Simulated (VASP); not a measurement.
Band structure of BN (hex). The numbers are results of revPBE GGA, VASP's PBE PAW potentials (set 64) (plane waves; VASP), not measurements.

Without a dispersion term in the relaxation, distances and binding between the weakly bound layers, chains or molecules are unreliable, and so is what depends on them.

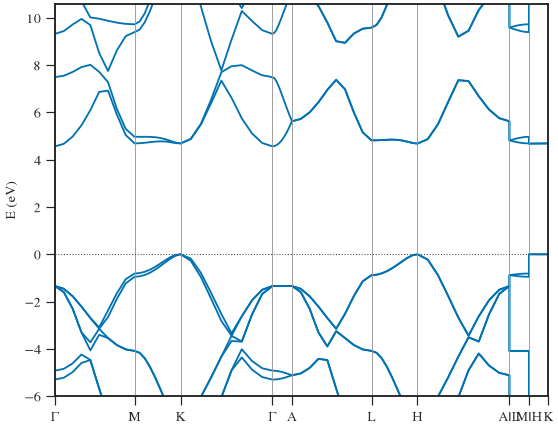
Figure. Bands along high-symmetry lines, zero at the valence-band maximum or, without a gap, the Fermi level

### Question
Read the plot: is there a gap, and where are the band edges?

### Answer
The gap is indirect, 4.57 eV, from the valence maximum at H to the conduction minimum at Γ. (Edges off the drawn lines would not show.)

The compound is BN in the hex structure. It was relaxed first, which changed the volume by +36 %.
